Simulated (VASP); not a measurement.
Band structure of MoS (relaxed from the wurtzite structure, space group P6_3mc). Level of theory: PBEsol GGA, VASP's PBE PAW potentials (set 64) (plane waves; VASP).

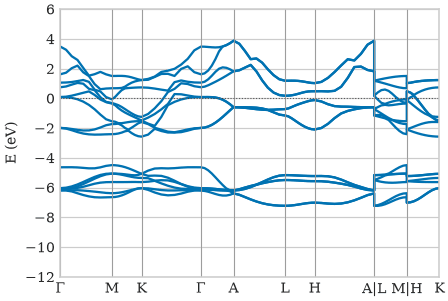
*Bands along high-symmetry lines, zero at the valence-band maximum or, without a gap, the Fermi level*

Q: Read the plot: is there a gap, and where are the band edges?

A: It has no gap at this level: it comes out as a metal or semimetal. (Edges off the drawn lines would not show.)

The structure was generated: MoS was put into the wurtzite type (P6_3mc), which need not be its known phase. It was relaxed first, which changed the volume by -33 %.
